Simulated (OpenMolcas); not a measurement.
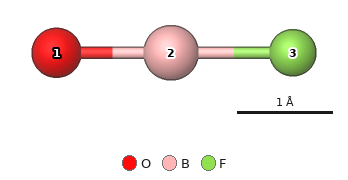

Figure 1. The structure as given in the input (ball-and-stick view, seen on its broad side; atoms are numbered from 1 in the order of the input). Bond lengths as drawn: B–F 1.28 Å and B–O 1.21 Å.

**Run report: BOF, energy and gradient calculation**

BOF, SMILES O=BF, computed with HF/cc-pVTZ, RHF (OpenMolcas 26.06).

The geometry comes from this level: PBE0-D4/def2-TZVP.

### Output
```
--- Start Module: gateway ---

                                              &GATEWAY

                       available to each process: 1.9 GB of memory, 1 thread

 Basis Set     1 Label: O.CC-PVTZ....
 Basis set is read from library:.
 basistype.tbl is not found

 Basis Set     2 Label: B.CC-PVTZ....
 Basis set is read from library:.
 basistype.tbl is not found

 Basis Set     3 Label: F.CC-PVTZ....
 Basis set is read from library:.
 basistype.tbl is not found

++    Symmetry information:
      ---------------------

                    Character Table for C1

                             E
                    a        1  x, y, xy, Rz, z, xz, Ry, yz, Rx, I
--

++    Basis set information:
      ----------------------

      Basis set label: O.CC-PVTZ.........

      Electronic valence basis set:
      ------------------
      Associated Effective Charge   8.000000 au
      Associated Actual Charge      8.000000 au
      Nuclear Model: Point charge

      Shell  nPrim  nBasis  Cartesian Spherical Contaminant
         s      10       4        X
         p       5       3        X
         d       2       2                 X
         f       1       1                 X

      Basis set label: B.CC-PVTZ.........

      Electronic valence basis set:
      ------------------
      Associated Effective Charge   5.000000 au
      Associated Actual Charge      5.000000 au
      Nuclear Model: Point charge

      Shell  nPrim  nBasis  Cartesian Spherical Contaminant
         s      10       4        X
         p       5       3        X
         d       2       2                 X
         f       1       1                 X

      Basis set label: F.CC-PVTZ.........

      Electronic valence basis set:
      ------------------
      Associated Effective Charge   9.000000 au
      Associated Actual Charge      9.000000 au
      Nuclear Model: Point charge

      Shell  nPrim  nBasis  Cartesian Spherical Contaminant
         s      10       4        X
         p       5       3        X
         d       2       2                 X
         f       1       1                 X
--

++    Molecular structure info:
      -------------------------

                    ************************************************
                    **** Cartesian Coordinates / bohr, angstrom ****
                    ************************************************

     Center  Label                x              y              z                     x              y              z
        1      O1               1.857790      -1.067884       0.906880              0.983100      -0.565100       0.479900
        2      B2               0.038361      -0.021921       0.018708              0.020300      -0.011600       0.009900
        3      F3              -1.896151       1.089994      -0.925588             -1.003400       0.576800      -0.489800

                    ***************************************
                    *    InterNuclear Distances / bohr    *
                    ***************************************

               1 O1            2 B2            3 F3
    1 O1       0.000000
    2 B2       2.278861        0.000000
    3 F3       4.701749        2.422889        0.000000

                    *******************************************
                    *    InterNuclear Distances / angstrom    *
                    *******************************************

               1 O1            2 B2            3 F3
    1 O1       0.000000
    2 B2       1.205921        0.000000
    3 F3       2.488059        1.282137        0.000000

                    **************************************
                    *    Valence Bond Angles / degree    *
                    **************************************
                          Atom centers                 Phi
                      1 O1       2 B2       3 F3       180.00
--

            Nuclear Potential Energy             51.43895012 au

--- Stop Module: gateway /rc=_RC_ALL_IS_WELL_ ---

--- Start Module: seward ---

                                              &SEWARD

                       available to each process: 1.9 GB of memory, 1 thread

               SEWARD will generate:
                  Multipole Moment integrals up to order  2
                  Kinetic Energy integrals
                  Nuclear Attraction integrals (point charge)
                  One-Electron Hamiltonian integrals
                  Velocity integrals
                  Orbital angular momentum around ( -0.1280   0.0736  -0.0625 )
                  Velocity quadrupole around ( -0.1280   0.0736  -0.0625 )
                  Two-Electron Repulsion integrals

                   Integrals are discarded if absolute value <: 1.00E-14
                   Integral cutoff threshold is set to       <: 1.00E-16

            Nuclear Potential Energy             51.43895012 au

      Basis set specifications :
      Symmetry species         a
      Basis functions           90

--- Stop Module: seward /rc=_RC_ALL_IS_WELL_ ---
--- Module seward spent 1 second ---

--- Start Module: scf ---

                                                &SCF

                       available to each process: 1.9 GB of memory, 1 thread

++    Input section:
      --------------

      Header of the integral files:

      Cartesian coordinates in angstrom:
      -----------------------------------------------------
      No.  Label        X            Y            Z
      -----------------------------------------------------
       1   O1         0.98310000  -0.56510000   0.47990000
       2   B2         0.02030000  -0.01160000   0.00990000
       3   F3        -1.00340000   0.57680000  -0.48980000
      -----------------------------------------------------
      Nuclear repulsion energy =   51.43895012
--

++    Orbital specifications:
      -----------------------

      Symmetry species               1
                                     a
      Frozen orbitals                0
      Occupied orbitals             11
      Secondary orbitals            79
      Deleted orbitals               0
      Total number of orbitals      90
      Number of basis functions     90
--

      Molecular charge                           0.000

++    Optimization specifications:
      ----------------------------

      SCF Algorithm: Conventional
      Minimized density differences are used
      Number of density matrices in core                 5
      Maximum number of NDDO SCF iterations            400
      Maximum number of HF SCF iterations              400
      Threshold for SCF energy change             1.00E-10
      Threshold for density matrix                1.00E-07
      Threshold for Fock matrix                   1.00E-07
      Threshold for linear dependence             1.00E-09
      Threshold at which DIIS is turned on        1.50E-01
      Maximum depth in the DIIS procedure                5
      Maximum depth in the BFGS Hessian update          30
      Threshold at which QNR/C2DIIS is turned on  7.50E-02
      Threshold for Norm(delta) (QNR/C2DIIS)      1.00E-05
      All orbitals punched on: SCFORB
--

      Input vectors read from INPORB
      Orbital file label: *Guess orbitals

++ Convergence information
                                   SCF        iterations: Energy and convergence statistics

Iter     Tot. SCF        One-elec.       Two-elec.     Energy      Max Dij or  Max Fij      DNorm      TNorm      AccCon     Time
         Energy          Energy          Energy        Change      Delta Norm                                                in Sec.
   1  -198.763443156  -376.792878681   126.590485408   0.00E+00    2.58E-01*   2.30E-01*    6.54E+00   1.17E+02   None         0.
   2  -199.072467306  -376.525285603   126.013868179  -3.09E-01*   1.78E-01*   9.08E-02*    4.01E+00   1.17E+02   EDIIS        0.
   3  -199.110299217  -378.817385050   128.268135716  -3.78E-02*   4.51E-02*   5.63E-02*    1.10E+00   1.18E+02   EDIIS        0.
   4  -199.152862590  -377.344789815   126.752977107  -4.26E-02*   1.15E-02*   9.87E-03*    3.21E-01   1.17E+02   c2DIIS       0.
   5  -199.155499881  -377.634225298   127.039775299  -2.64E-03*   4.72E-03*   1.54E-03*    5.29E-02   1.17E+02   QNRc2DIIS    0.
   6  -199.155535803  -377.637099490   127.042613570  -3.59E-05*   1.97E-03*   1.18E-03*    1.80E-02   1.17E+02   QNRc2DIIS    0.
   7  -199.155550472  -377.635024106   127.040523517  -1.47E-05*   8.28E-04*   2.37E-04*    4.97E-03   1.17E+02   QNRc2DIIS    0.
   8  -199.155551386  -377.631415874   127.036914370  -9.14E-07*   2.16E-04*   1.48E-04*    1.19E-03   1.17E+02   QNRc2DIIS    0.
   9  -199.155551527  -377.634132694   127.039631049  -1.42E-07*   7.30E-05*   2.48E-05*    2.27E-04   1.17E+02   QNRc2DIIS    0.
  10  -199.155551540  -377.633383694   127.038882037  -1.26E-08*   1.40E-05*   4.95E-06*    9.64E-05   1.17E+02   QNRc2DIIS    0.
  11  -199.155551541  -377.633513674   127.039012016  -5.48E-10*   2.23E-06    1.30E-06*    4.90E-05   1.17E+02   QNRc2DIIS    0.
  12  -199.155551541  -377.633515414   127.039013756  -1.60E-11    6.94E-07    3.08E-07*    3.54E-05   1.17E+02   QNRc2DIIS    0.
  13  -199.155551541  -377.633514627   127.039012969  -1.73E-12    7.04E-08    3.23E-08     7.64E-03   1.17E+02   QNRc2DIIS    0.

       Convergence after  13 Iterations
--

 *****************************************************************************************************************************
 *                                             SCF/KS-DFT Program, Final results                                             *
 *                                                       Final Results                                                       *
 *****************************************************************************************************************************

::    Total SCF energy                               -199.1555515405
      One-electron energy                            -377.6335146267
      Two-electron energy                             127.0390129687
      Nuclear repulsion energy                         51.4389501175
      Kinetic energy (interpolated)                   198.9500946480
      Virial theorem                                    1.0010327057
      Total spin, S(S+1)                                0.0000000000
      Total spin, S                                     0.0000000000
      Max non-diagonal density matrix element           0.0000000763
      Max non-diagonal Fock matrix element              0.0000000089

      All orbitals with orbital energies smaller than  E(LUMO)+0.5 are printed

++    Molecular orbitals:
      -------------------

      Title: SCF orbitals

      Molecular orbitals for symmetry species 1: a

          Orbital            1         2         3         4         5         6         7         8         9        10
          Energy          -26.3930  -20.5625   -7.7151   -1.7066   -1.3366   -0.8528   -0.7659   -0.7659   -0.6330   -0.5232
          Occ. No.          2.0000    2.0000    2.0000    2.0000    2.0000    2.0000    2.0000    2.0000    2.0000    2.0000

          Orbital           11        12        13        14        15        16        17        18        19        20
          Energy           -0.5232    0.1095    0.1657    0.1657    0.2490    0.3266    0.3266    0.4341    0.5106    0.5106
          Occ. No.          2.0000    0.0000    0.0000    0.0000    0.0000    0.0000    0.0000    0.0000    0.0000    0.0000

--

++    Molecular charges:
      ------------------

      Mulliken charges per centre and basis function type
      ---------------------------------------------------

                O1      B2      F3
      1s       3.7118  2.7232  3.8808
      2px      1.4852  0.5001  1.6960
      2pz      1.5369  0.4570  1.8213
      2py      1.5307  0.4622  1.8062
      3d2+     0.0069  0.0815  0.0027
      3d1+     0.0059  0.0668  0.0029
      3d0      0.0040  0.0468  0.0015
      3d1-     0.0028  0.0328  0.0012
      3d2-     0.0060  0.0668  0.0033
      4f3+     0.0003  0.0175  0.0001
      4f2+     0.0002  0.0076  0.0001
      4f1+     0.0002  0.0141  0.0001
      4f0      0.0001  0.0010  0.0000
      4f1-     0.0001  0.0047  0.0000
      4f2-     0.0003  0.0061  0.0001
      4f3-     0.0003  0.0038  0.0001
      Total    8.2915  4.4920  9.2165

      N-E     -0.2915  0.5080 -0.2165

      Total electronic charge=   22.000000

      Total            charge=   -0.000000
--

++    Molecular properties:
      ---------------------

      Charge (e):
                      =   -0.0000
      Dipole Moment (debye):
      Origin of the operator (angstrom)=   -0.0677    0.0390   -0.0331
                   X= -1.9052E+00               Y=  1.0954E+00               Z= -9.3009E-01           Total=  2.3864E+00
      Quadrupole Moment (debye*angstrom):
      Origin of the operator (angstrom)=   -0.0677    0.0390   -0.0331
                  XX= -1.8299E+01              XY=  2.4367E+00              XZ= -2.0693E+00              YY= -1.5461E+01
                  YZ=  1.1895E+00              ZZ= -1.5070E+01
      In traceless form (debye*angstrom)
                  XX= -3.0337E+00              XY=  3.6551E+00              XZ= -3.1039E+00              YY=  1.2239E+00
                  YZ=  1.7842E+00              ZZ=  1.8098E+00
--

--- Stop Module: scf /rc=_RC_ALL_IS_WELL_ ---
--- Module scf spent 2 seconds ---

--- Start Module: alaska ---

                                              &ALASKA

                       available to each process: 1.9 GB of memory, 1 thread

                     Threshold for contributions to the gradient: 1.000E-07

                    ********************************************
                    * Symmetry Adapted Cartesian Displacements *
                    ********************************************

           Irreducible representation : a
           Basis function(s) of irrep: x, y, xy, Rz, z, xz, Ry, yz, Rx, I

 Basis Label        Type   Center Phase
   1   O1           x         1     1
   2   O1           y         1     1
   3   O1           z         1     1
   4   B2           x         2     1
   5   B2           y         2     1
   6   B2           z         2     1
   7   F3           x         3     1
   8   F3           y         3     1
   9   F3           z         3     1

                     No automatic utilization of translational and rotational invariance of the energy is employed.

 Conventional ERI gradients!

 **************************************************
 *              Molecular gradients               *
 **************************************************

  Irreducible representation: a
 ------------------------------------------------------------------------------------------
                              X                       Y                       Z
 ------------------------------------------------------------------------------------------
  O1                2.80913174505883E-02   -1.61542056211346E-02    1.37143281665955E-02
  B2               -1.26698320571499E-02    7.29489419281826E-03   -6.18782595847012E-03
  F3               -1.54214853934747E-02    8.85931142829666E-03   -7.52650220813678E-03
 ------------------------------------------------------------------------------------------

--- Stop Module: alaska /rc=_RC_ALL_IS_WELL_ ---

.##################.
.# Happy landing! #.
.##################.

    Timing: Wall=5.60 User=4.52 System=1.03
```

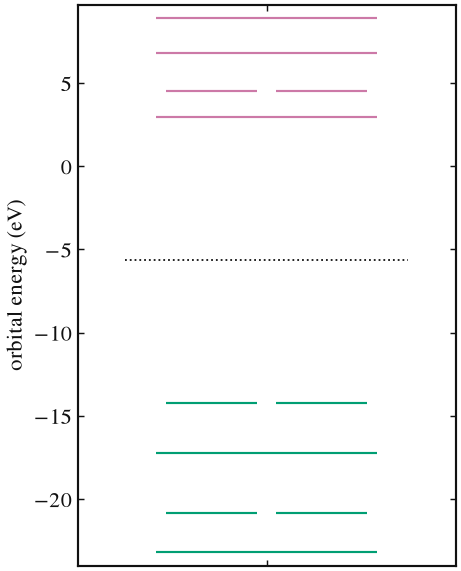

Figure 2. Orbital energies near the frontier; the dotted line parts filled from empty levels, and levels within 0.02 eV of each other stand side by side. Highest filled −14.24 eV, lowest empty 2.98 eV, 17.22 eV apart.

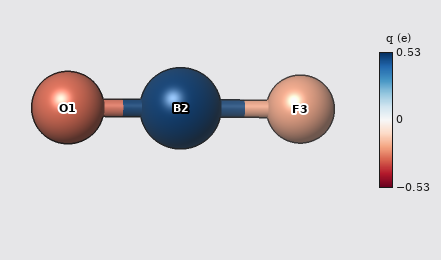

Figure 3. Mulliken charges, as the colour of each atom (ball-and-stick view, seen on its broad side; atoms are numbered from 1 in the order of the input). By element: O −0.29, B +0.51 and F −0.22 e.

This output came from the following input.

### Input
```
&GATEWAY
 BasLib
 $CurrDir
 BasisSet
 O.cc-pVTZ....
 O1 0.983100 -0.565100 0.479900 angstrom
 End of Basis
 BasisSet
 B.cc-pVTZ....
 B2 0.020300 -0.011600 0.009900 angstrom
 End of Basis
 BasisSet
 F.cc-pVTZ....
 F3 -1.003400 0.576800 -0.489800 angstrom
 End of Basis

&SEWARD

&SCF
 Thresholds
 1e-10 1e-07 1e-07 1e-05
 PrOrbitals
 1 1

&ALASKA
```

Command:
```bash
export MOLCAS_MEM=1860
pymolcas calc.input > calc.log
```

### Results in brief

| quantity | value |
| --- | --- |
| outcome | converged |
| total energy | −199.155552 hartree |
| basis functions | 90 |
| largest force | 1.809 eV/Å |
| HOMO | −14.24 eV |
| LUMO | 2.98 eV |
| dipole moment | 2.39 debye |
| hardware | 1 thread of Intel Xeon (Granite Rapids), 16 GiB of memory available, shared host |
| wall time | 6 s |
| peak memory | 0.5 GiB |
